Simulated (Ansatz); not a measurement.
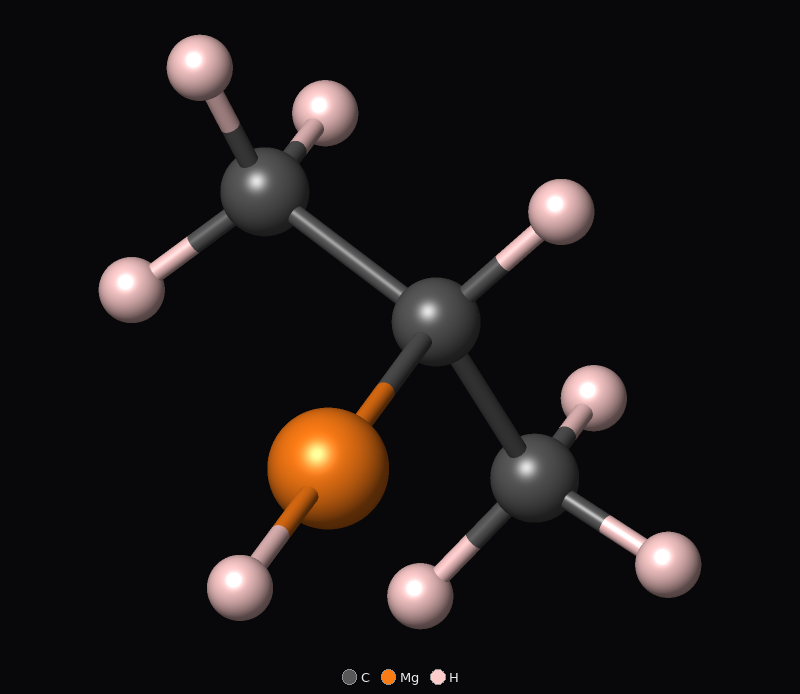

Harmonic vibrations computed with RKS PBE0-D4/def2-TZVP (Ansatz 0.2.0) at a stationary point of the same level.

### Minimum or transition state?

A minimum: no imaginary frequency, and the lowest mode lies at 117 cm⁻¹.

### How many vibrational modes are there, and where do they lie?

30 modes: 117, 163, 247, 266, 313, 334, 377, 496, 891, 912, 944, 987, 1093, 1167, 1200, 1329, 1389, 1407, 1472, 1487, 1492, 1501, 1595, 2980, 2983, 2992, 3048, 3048, 3083, 3084 cm⁻¹.
